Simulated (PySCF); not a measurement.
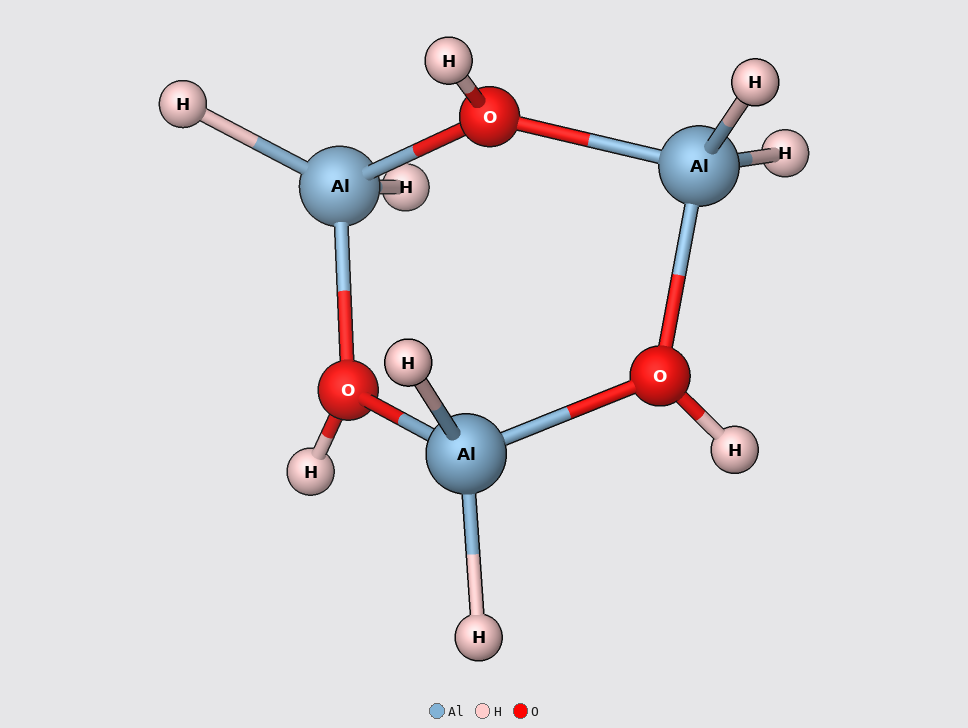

Every bond is drawn as one stick, whatever its order.

**Count the atoms of each element.**

Al₃H₉O₃, 15 atoms: 3 aluminium, 9 hydrogen and 3 oxygen.

**How many bonds of each kind are drawn?**

6 Al–H, 6 Al–O, 3 O–H. Sticks follow a distance rule.

The parts below concern this one geometry. Atoms keep their numbers from picture to picture. The geometry was computed by an optimisation with PBE0-D3(BJ)/def2-SVP. No frequency run is at hand to confirm it as a minimum.

## Shape

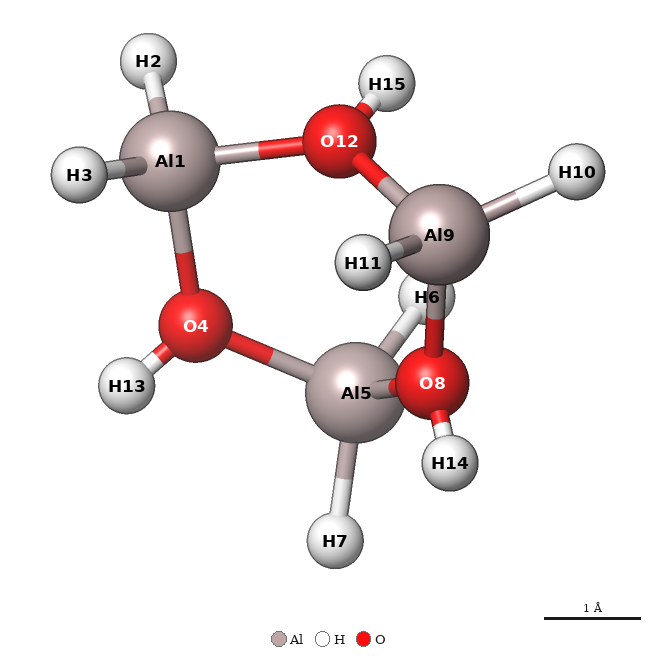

Atoms carry their numbers in the input. No frequency run is at hand to confirm it as a minimum.

List the bonds and their lengths.

```
   bond  length (Å)
 Al1–H2       1.589
 Al1–H3       1.588
 Al1–O4       1.866
Al1–O12       1.866
 O4–Al5       1.862
 O4–H13       0.964
 Al5–H6       1.588
 Al5–H7       1.594
 Al5–O8       1.864
 O8–Al9       1.868
 O8–H14       0.964
Al9–H10       1.590
Al9–H11       1.588
Al9–O12       1.864
O12–H15       0.966
```

## Core levels

No frequency run is at hand to confirm it as a minimum. Method: delta-SCF UKS SCAN, pcX-2 on the ionised atom (unc-x2c-TZVPall on a metal), pcseg-1 elsewhere, spin-free X2C (PySCF 2.14.0).

Give the core-electron binding energies (to vacuum; p and d levels without spin–orbit splitting) of Al1 1s, Al1 2p, O4 1s.

```tsv
atom	level	binding energy (eV)
Al1	1s	1567.1
Al1	2p	80.7
O4	1s	539.7
```

## Excitation

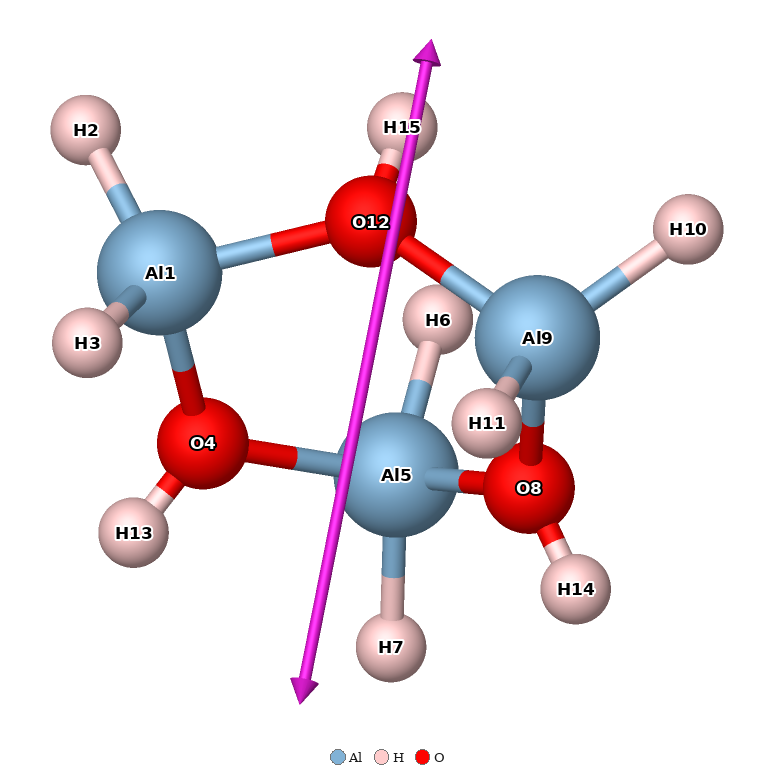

The double arrow shows the direction of the transition dipole to excited singlet state 10 (its length means nothing). No frequency run is at hand to confirm it as a minimum. Method: TDDFT ωB97X-D/def2-SVPD, vertical, gas phase, core orbitals frozen in the response (PySCF 2.14.0).

**Where does the transition lie, and how strong is it?**

8.10 eV (153 nm), oscillator strength 0.021, mainly HOMO−2 → LUMO+4 (weight 0.52); transition dipole 0.84 D.

## Charges

The questions are on Mulliken charges. No frequency run is at hand to confirm it as a minimum. Method: PBE0/pcSseg-1 (pcSseg-2 on Al), gas phase (PySCF 2.14.0).

**Which atom carries the highest charge (most positive or least negative)?**

Al1, Al9 (0.82 e).

**And the lowest?**

O12 (−0.68 e).

List the Mulliken charges.

```
atom  value (e)
 Al1       0.82
  H2      −0.22
  H3      −0.21
  O4      −0.66
 Al5       0.81
  H6      −0.23
  H7      −0.23
  O8      −0.67
 Al9       0.82
 H10      −0.23
 H11      −0.21
 O12      −0.68
 H13       0.29
 H14       0.29
 H15       0.30
```

Mulliken values depend strongly on the basis set and can even reverse the polarity of a bond.
